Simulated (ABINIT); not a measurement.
# SrTiO3 (I4/mcm): a self-consistent loop beyond G0W0, cycle by cycle

Aim: iterate the self-energy on SrTiO3 (I4/mcm) and follow the gap from cycle to cycle.

Main program and level: ABINIT 10.8.3; PBE and many-body steps on it, plane waves.

### Step 1. Starting point

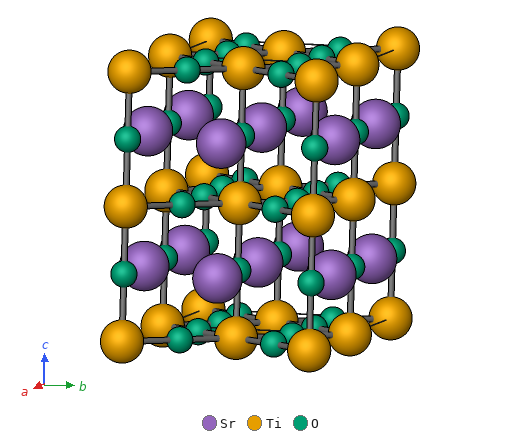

The starting structure, seen slightly off an axis (strontium purple, titanium orange, oxygen teal). 2×1×1 cells are drawn. This picture shows the conventional cell, with its axes. Some periodic images of atoms are drawn too.

The cell and positions come from the Crystallography Open Database and are kept as given unless a step says otherwise.

### Step 2. Empty states on the mesh, 4×4×4 mesh, 136 bands

This step: ABINIT 10.8.3; DFT, PBE, plane waves, norm-conserving pseudopotentials.

The sums over transitions need many empty states on a uniform mesh; this step solves for them.

The input, run.abi:

```
acell 3*1.0 Angstrom
rprim 
  -2.755500000000 2.755500000000 3.898000000000
  2.755500000000 -2.755500000000 3.898000000000
  2.755500000000 2.755500000000 -3.898000000000
ntypat 3
znucl 38 22 8
natom 10
typat 1 1 2 2 3 3 3 3 3 3
xred 
  0.750000000000 0.250000000000 0.500000000000
  0.250000000000 0.750000000000 0.500000000000
  0.000000000000 0.000000000000 0.000000000000
  0.500000000000 0.500000000000 0.000000000000
  0.250000000000 0.250000000000 0.000000000000
  0.750000000000 0.750000000000 0.000000000000
  0.745100000000 0.245100000000 0.990200000000
  0.245100000000 0.254900000000 0.500000000000
  0.254900000000 0.754900000000 0.009800000000
  0.754900000000 0.745100000000 0.500000000000
pp_dirpath "pseudos"
pseudos "Sr.upf, Ti.upf, O.upf"
ecut 38
ngkpt 4 4 4
nshiftk 1
shiftk 0 0 0
kptopt 1
chksymbreak 0
iscf -2
irdden 1
istwfk *1
nband 136
nbdbuf 12
tolwfr 1e-09
nstep 60
prtvol 0
indata_prefix "in"
outdata_prefix "out"
tmpdata_prefix "tmp"
```

The run is started by

```
$ OMP_NUM_THREADS=1 mpirun -n 4 abinit run.abi > log
```

Numbers of over 12 decimals in the logs are rounded to 6 here.

Log:

```text
.Version 10.8.3 of ABINIT. v10.8.2 released Aug 2026.

 Symmetries : space group I4/m c m (#140); Bravais tI (body-center tetrag.)
[... echo of the input left out ...]
== DATASET  1 ==================================================================
-   mpi_nproc: 4, omp_nthreads: 1 (-1 if OMP is not activated)

--- !DatasetInfo
iteration_state: {dtset: 1, }
dimensions: {natom: 10, nkpt: 13, mband: 136, nsppol: 1, nspinor: 1, nspden: 1, mpw: 8964, }
cutoff_energies: {ecut:  38.0, pawecutdg:  -1.0, }
[...]
1.55611    1.59775    1.59775    1.59783    1.63903    1.63997    1.67442    1.67442
   1.67582    1.69665    1.69916    1.78038    1.79486    1.79523    1.79523    1.92032
 prteigrs : prtvol=0 or 1, do not print more k-points.

== END DATASET(S) ==============================================================
================================================================================

 -outvars: echo values of variables after computation  --------
            nband         136
             nkpt          13
          spgroup         140
 [... the other variables as echoed above ...]

 Calculation completed.
```

It took 3.3 min on 4 MPI ranks of Arm Neoverse V1, shared host; peak memory 0.62 GiB; 13 min of CPU time.

Numbers from this step:

```yaml
gap: 1.922 eV
k_of_the_valence_top: 0, 0, 0
k_of_the_conduction_bottom: 0, 0, 0
least_direct_gap: 1.922 eV
k_points_computed: 13
lowest_point_of_the_top_converged_band_above_the_valence_top: 36.49 eV
```

On this mesh the gap is 1.922 eV.

The density comes from a self-consistent run that is not shown.

### Step 3. Screening, 4×4×4 mesh, 124 bands, screening to 103.4 eV

The RPA dielectric matrix is built and inverted for each q.

This step: RPA screening on PBE, plane waves, norm-conserving pseudopotentials.

Edit run.abi of step 2 so:

```diff
@@ -28,10 +28,11 @@
 chksymbreak 0
-iscf -2
-irdden 1
 istwfk *1
-nband 136
-nbdbuf 12
-tolwfr 1e-09
-nstep 60
-prtvol 0
+occopt 1
+irdwfk 1
+optdriver 3
+nband 124
+ecuteps 3.8
+inclvkb 2
+awtr 1
+symchi 1
 indata_prefix "in"
```

Log:

```text
.Version 10.8.3 of ABINIT. v10.8.2 released Aug 2026.

 Symmetries : space group I4/m c m (#140); Bravais tI (body-center tetrag.)
[... echo of the input left out ...]
== DATASET  1 ==================================================================
-   mpi_nproc: 4, omp_nthreads: 1 (-1 if OMP is not activated)

--- !DatasetInfo
iteration_state: {dtset: 1, }
dimensions: {natom: 10, nkpt: 13, mband: 124, nsppol: 1, nspinor: 1, nspden: 1, mpw: 8964, }
cutoff_energies: {ecut:  38.0, pawecutdg:  -1.0, }
electrons: {nelect:   8.00000000E+01, charge:   0.00000000E+00, occopt:   1.00000000E+00, tsmear:   1.00000000E-02, }

 SCREENING: Calculation of the susceptibility and dielectric matrices

 Based on a program developped by R.W. Godby, V. Olevano, G. Onida, and L. Reining.
 Incorporated in ABINIT by V. Olevano, G.-M. Rignanese, and M. Torrent.
.Using double precision arithmetic ; gwpc =  8

[... cell and pseudopotentials left out ...]
--------------------------------------------------------------------------------

 ==== K-mesh for the wavefunctions ====
 Number of points in the irreducible wedge :    13
[... list of points left out ...]
 Together with 16 symmetry operations and time-reversal symmetry
 yields    64 points in the full Brillouin Zone.

 ==== Q-mesh for the screening function ====
 Number of points in the irreducible wedge :    13
[... list of points left out ...]
 Together with 16 symmetry operations and time-reversal symmetry
 yields    64 points in the full Brillouin Zone.

 setmesh: FFT mesh size selected  =    60x   60x   60
          total number of points  =       216000

 vcoul_init : cutoff-mode = AUXILIARY_FUNCTION
 q-points for optical limit:   1
     1)      0.000010    0.000020    0.000030

- screening: taking advantage of time-reversal symmetry
- Maximum band index for partially occupied states nbvw = 40
- Remaining bands to be divided among processors   nbcw = 84
- Number of bands treated by each node ~21

 Number of electrons calculated from density =   80.0000; Expected =   80.0000
 average of density, n =  0.100136
 r_s =    1.3359
 omega_plasma =   30.5247 [eV]

 calculating chi0 at frequencies [eV] :
  1    0.000000E+00    0.000000E+00
  2    0.000000E+00    3.052467E+01

--------------------------------------------------------------------------------
  q-point number  1        q = ( 0.000000, 0.000000, 0.000000) [r.l.u.]
--------------------------------------------------------------------------------
[... chi0 elements left out ...]
 For q-point:  0.000010 0.000020 0.000030
  dielectric constant =   6.0972
  dielectric constant without local fields =   6.3826

  Average fulfillment of the sum rule on Im[epsilon] for q-point    1 :     45.12  [%]
[... wings left out ...]
  q-point number  2        q = ( 0.250000, 0.000000, 0.000000) [r.l.u.]
--------------------------------------------------------------------------------
[... chi0 elements left out ...]
  Average fulfillment of the sum rule on Im[epsilon] for q-point    2 :     58.14  [%]

 [... 11 further q-points ...]
```

Wall time 23 min (4 MPI ranks); peak memory 12 GiB; 1.6 h of CPU time.

This step gave:

```yaml
eps_infinity_with_local_fields_on_this_mesh_along_the_program_s_q_direction: 6.097
the_same_without_local_fields: 6.383
plasma_frequency: 30.52 eV
plane_waves_in_the_screening_matrix: 283
```

Local fields lower ε∞ by 4 %.

### Step 4. G0W0

The self-energy is evaluated for the states that the input lists, and the levels follow from it, in one-shot runs by the linearised quasiparticle equation.

This step: G0W0 on PBE, plane waves, norm-conserving pseudopotentials.

Edit run.abi of step 3 so:

```diff
@@ -31,8 +31,15 @@
 irdwfk 1
-optdriver 3
+optdriver 4
 nband 124
+gwcalctyp 0
+ecutsigx 38
+symsigma 1
+nkptgw 1
+kptgw 
+  0.0000000000 0.0000000000 0.0000000000
+bdgw 
+  39 43
 ecuteps 3.8
-inclvkb 2
-awtr 1
-symchi 1
+irdscr 1
+ppmodel 1
 indata_prefix "in"
```

Log:

```text
.Version 10.8.3 of ABINIT. v10.8.2 released Aug 2026.

 Symmetries : space group I4/m c m (#140); Bravais tI (body-center tetrag.)
[... echo of the input left out ...]
== DATASET  1 ==================================================================
-   mpi_nproc: 4, omp_nthreads: 1 (-1 if OMP is not activated)

--- !DatasetInfo
iteration_state: {dtset: 1, }
dimensions: {natom: 10, nkpt: 13, mband: 124, nsppol: 1, nspinor: 1, nspden: 1, mpw: 8964, }
cutoff_energies: {ecut:  38.0, pawecutdg:  -1.0, }
electrons: {nelect:   8.00000000E+01, charge:   0.00000000E+00, occopt:   1.00000000E+00, tsmear:   1.00000000E-02, }

 SIGMA: Calculation of the GW corrections

 Based on a program developped by R.W. Godby, V. Olevano, G. Onida, and L. Reining.
 Incorporated in ABINIT by V. Olevano, G.-M. Rignanese, and M. Torrent.
.Using double precision arithmetic ; gwpc =  8

[... cell and pseudopotentials left out ...]
--------------------------------------------------------------------------------

 ==== K-mesh for the wavefunctions ====
 Number of points in the irreducible wedge :    13
[... list of points left out ...]
 Together with 16 symmetry operations and time-reversal symmetry
 yields    64 points in the full Brillouin Zone.

 ==== Q-mesh for screening function ====
 Number of points in the irreducible wedge :    13
[... list of points left out ...]
 Together with 16 symmetry operations and time-reversal symmetry
 yields    64 points in the full Brillouin Zone.

 vcoul_init : cutoff-mode = AUXILIARY_FUNCTION
 q-points for optical limit:   1
     1)      0.000010    0.000020    0.000030
 setmesh: FFT mesh size selected  =    72x   72x   72
          total number of points  =       373248

 Number of electrons calculated from density =   80.0000; Expected =   80.0000
 average of density, n =  0.100136
 r_s =    1.3359
 omega_plasma =   30.5247 [eV]

 === KS Band Gaps ===
  >>>> For spin  1
   Minimum direct gap =   1.9222 [eV], located at k-point      :   0.0000  0.0000  0.0000
   Fundamental gap    =   1.9222 [eV], Top of valence bands at :   0.0000  0.0000  0.0000
                                       Bottom of conduction at :   0.0000  0.0000  0.0000
 SIGMA fundamental parameters:
 PLASMON POLE MODEL  1
 number of plane-waves for SigmaX                 8873
 number of plane-waves for SigmaC and W            283
 number of plane-waves for wavefunctions          8873
 number of bands                                   124
 number of independent spin polarizations            1
 number of spinorial components                      1
 number of k-points in IBZ                          13
 number of q-points in IBZ                          13
 number of symmetry operations                      16
 number of k-points in BZ                           64
 number of q-points in BZ                           64
 number of frequencies for dSigma/dE                 9
 frequency step for dSigma/dE [eV]                0.25
 number of omega for Sigma on real axis              0
 max omega for Sigma on real axis  [eV]           0.00
 zcut for avoiding poles [eV]                     0.10

 EPSILON^-1 parameters (SCR file):
 dimension of the eps^-1 matrix on file            283
 dimension of the eps^-1 matrix used               283
 number of plane-waves for wavefunctions          8873
 number of bands                                   124
 number of q-points in IBZ                          13
 number of frequencies                               2
 number of real frequencies                          1
 number of imag frequencies                          1

 matrix elements of self-energy operator (all in [eV])

 Perturbative Calculation

--- !SelfEnergy_ee
iteration_state: {dtset: 1, }
kpoint     : [   0.000,    0.000,    0.000, ]
spin       : 1
KS_gap     :    1.922
QP_gap     :    3.582
Delta_QP_KS:    1.660
data: !SigmaeeData |
     Band     E0 <VxcDFT>   SigX SigC(E0)      Z dSigC/dE  Sig(E)    E-E0       E
       39   6.989 -20.199 -25.162   5.297   0.769  -0.301 -19.943   0.257   7.246
       40   6.989 -20.199 -25.162   5.297   0.769  -0.301 -19.943   0.257   7.246
       41   8.911 -18.887 -11.500  -4.940   0.783  -0.276 -16.970   1.917  10.828
       42   8.911 -18.887 -11.500  -4.940   0.783  -0.276 -16.970   1.917  10.828
       43   8.912 -18.887 -11.500  -4.940   0.783  -0.276 -16.970   1.917  10.830

== END DATASET(S) ==============================================================
================================================================================

 -outvars: echo values of variables after computation  --------
           etotal      0.0000000000E+00
            nband         124
             nkpt          13
          spgroup         140
 [... the other variables as echoed above ...]

 Calculation completed.
```

Run time: 24 s. Hardware: 4 MPI ranks; peak memory 5.4 GiB.

Numbers from this step:

| Quantity | Value |
| --- | --- |
| G0W0 gap on the points computed | 3.582 eV |
| starting gap on the mesh | 1.922 eV |
| k of the valence top | 0, 0, 0 |
| k of the conduction bottom | 0, 0, 0 |
| Z at the valence top | 0.769 |
| Z at the conduction bottom | 0.783 |
| least direct G0W0 gap on the computed points | 3.582 eV |

The gap on the mesh goes from 1.92 eV to 3.58 eV, a correction of +1.66 eV.

[end of part 1 of 2]

[Paths, hosts, dates, memory and timing lines, banners, echoed tables and standing remarks are left out of the program output.]

[Logs are printed without paths, hosts, clocks, repeated set-up lines and the standing remarks that a program may print on its own settings, such as how far it seeks lower states.]

[Runs of the session that timed out or met a known fault of the program may be left out.]

[Hosts, paths, dates, database ids (printed as entryN), source tags and the programs' standing remarks are cut or masked in the printed files.]

[G0W0 gaps are taken among the corrected bands and points alone; a level outside them can change the order at an edge.]

[Where Ansatz stands beside ABINIT at settings called matched, ABINIT's density can come from a denser mesh and the files from another edition; pairs whose starting gaps differed by over 0.03 eV were left out, so agreement reads better than it is.]
